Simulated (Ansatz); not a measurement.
## Ag3TeF (built on the sites of a database entry of Ag3SI): the cell at rest: bringing the structure to rest

Ansatz 0.2.0; DFT PBE, scalar-relativistic, plane waves, norm-conserving pseudopotentials.

The structure was built from a prototype and need not be the compound's stable phase.

The structure is cubic, space group Pm-3m (No. 221). The conventional cell has a = 5.268 Å, b = 5.268 Å, c = 5.268 Å, α = 90.00°, β = 90.00°, γ = 90.00°. Nearest to Ag lie 2 Te at 2.63 Å. Te has 6 Ag at 2.63 Å nearest. F has 12 Ag at 3.72 Å nearest. Farther neighbours and most contacts between anions are not listed.

Step by step:

```
step  energy less that of the first step (eV)  largest force component (eV/Å)  pressure (GPa)  volume (Å³)
   1                                   0.0000                          0.0000            0.15       146.16
   2                                  -0.0003                          0.0000            0.00       146.83
  3*                                  -0.0003                          0.0000            0.00       146.83
```

Relaxation steps marked * repeat the geometry before them on a plane-wave basis chosen anew for their cell, so energy and pressure can jump there.

Forces are held to the 48 operations that the run works with; a distortion that breaks them can't arise in this run.

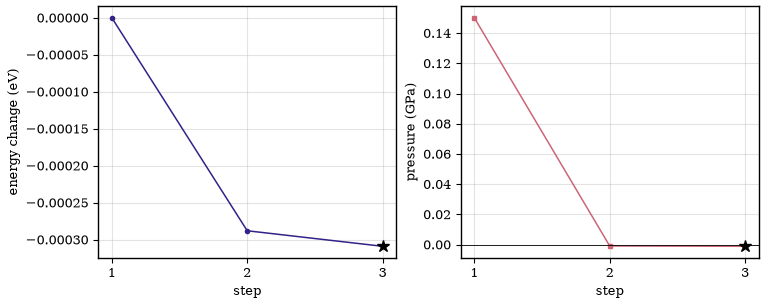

Energy and pressure along the relaxation. Stars mark steps on a basis chosen anew.

```
conventional cell, symmetrised  before  after  change
                         a (Å)   5.268  5.276  +0.2 %
                         b (Å)   5.268  5.276  +0.2 %
                         c (Å)   5.268  5.276  +0.2 %
              volume (Å³/atom)   29.23  29.37  +0.5 %
```

The relaxed structure:

```xyz
5
Lattice="5.2755 0.0000 0.0000 0.0000 5.2755 0.0000 0.0000 0.0000 5.2755" Properties=species:S:1:pos:R:3 pbc="T T T"
Ag    2.6378    2.6378    0.0000
Ag    0.0000    2.6378    2.6378
Ag    2.6378    0.0000    2.6378
Te    2.6378    2.6378    2.6378
F     0.0000    0.0000    0.0000
```

This step gave:

```yaml
pressure: -0.001116 GPa
gap_on_the_k_mesh: 1.216 eV
volume_per_atom: 29.37 Å³
direct_gap_on_mesh: 1.365 eV
```

What was run to get this?

The system, level and task follow from the heading and the kind of results. Meshes, cutoffs and thresholds can't be read from the results; these are the ones that the run used.

input.yaml reads:

```yaml
crystal:
  lattice:
    - [5.2675013956, 0.0, 0.0]
    - [0.0, 5.2675013956, 0.0]
    - [0.0, 0.0, 5.2675013956]
  atoms:
    - { symbol: Ag, position: [0.5, 0.5, 0.0] }
    - { symbol: Ag, position: [0.0, 0.5, 0.5] }
    - { symbol: Ag, position: [0.5, 0.0, 0.5] }
    - { symbol: Te, position: [0.5, 0.5, 0.5] }
    - { symbol: F, position: [0.0, 0.0, 0.0] }
kpoints:
  mp_grid: { grid: [4, 4, 4] }
hamiltonian:
  xc: pbe
  pseudopotentials: { kind: nc }
scf:
  occupations: { method: gaussian, width: 0.02 }
output:
  forces: true
  stress: true
  eigenvalues: true
relax:
  adjacent_minimum: "off"
  f_tol: 0.005
  max_steps: 80
  cell: { stress_tol: 0.05 }
```

Launch:

```
$ ansatz run input.yaml --threads 8 --pin off --max-ram 14336MiB --backend cpu --events-out ev --progress --plain --runs-dir out
```

[Logs are printed without paths, hosts, clocks, repeated set-up lines and the standing remarks that a program may print on its own settings, such as how far it seeks lower states.]

[Hosts, paths, dates, database ids (printed as entryN), source tags and the programs' standing remarks are cut or masked in the printed files.]
